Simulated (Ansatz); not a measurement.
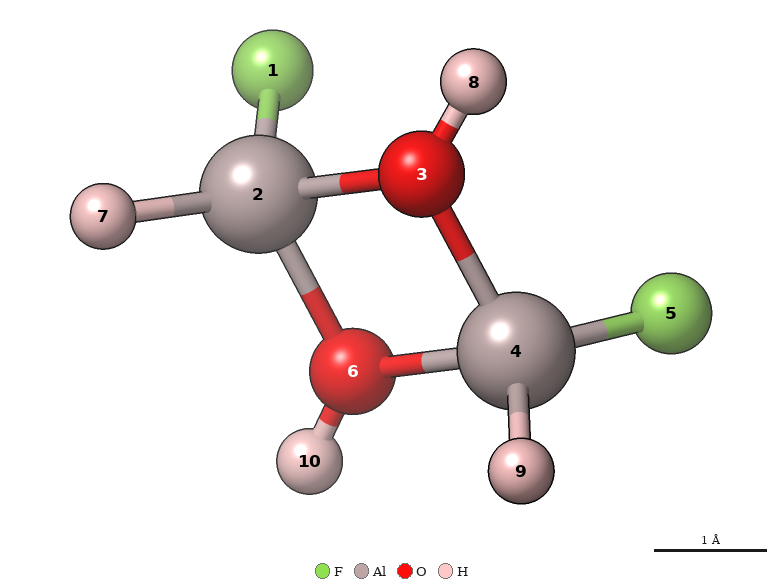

Orthographic view. Distant atoms are faded towards the background colour. The computed structure is the end point of a PBE0-D4/def2-TZVP optimisation.

Write a Z-matrix (Å, degrees) in the order of the atom numbers, with these reference atoms: 2 to 1; 3 to 2, 1; 4 to 3, 2, 1; 5 to 4, 3, 2; 6 to 4, 5, 3; 7 to 2, 1, 3; 8 to 3, 2, 7; 9 to 4, 5, 3; 10 to 6, 4, 9.

```
F  
Al   1   1.654
O    2   1.841   1   108.5
Al   3   1.841   2    98.8   1  -111.1
F    4   1.654   3   108.5   2   111.1
O    4   1.839   5   113.0   3    87.9
H    2   1.570   1   118.8   3   136.3
H    3   0.958   2   123.3   7  -108.4
H    4   1.570   5   118.8   3  -136.3
H    6   0.956   4   128.1   9   -41.0
```
